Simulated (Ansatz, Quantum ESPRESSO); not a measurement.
# bismuthene, 1 layer: the dipole at a withheld member of a series

How the rows were computed: Quantum ESPRESSO 7.5, PBE, GBRV ultrasoft. Cell and atoms are relaxed without a field with a D3(BJ) correction and then held. Sawtooth field with dipole correction, 17 Å of vacuum in the starting cell, Fermi-Dirac smearing of 0.002 Ry; bands along a path at each field. The series steps the field along the normal.

| field along the normal | dipole (e Å) |
| --- | --- |
| 0 V/Å | −0.0000 |
| 0.05 V/Å | 0.0211 |
| 0.1 V/Å | 0.0422 |
| 0.2 V/Å | 0.0845 |
| 0.4 V/Å | 0.1694 |

One more run was made and is withheld. What is the dipole at 0.3 V/Å?

**Worked estimate.** The rows at 0.2 V/Å and 0.4 V/Å give a slope of (0.1694 − (0.0845))/(0.4 − (0.2)) = 0.4245, so a straight line gives 0.1269 e Å. A parabola through these and the row at 0.1 V/Å gives 0.1269 e Å.

**The withheld run.** 0.1269 e Å. The line misses by 0.0000 and the parabola by 0.0000 e Å. Both misses are under 5 % of the step from the nearer row.

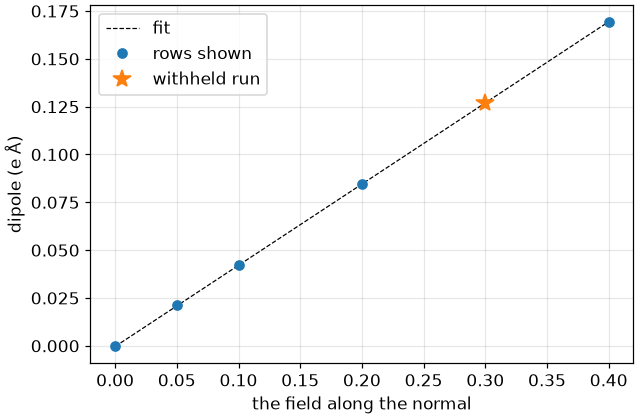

The rows shown, the fit and the withheld run.

Caveats: Ions are held; semilocal gaps are too small; in strong fields empty levels can belong to the vacuum; one stacking. Members without a usable value, or on the other side of zero field or charge, are not listed.
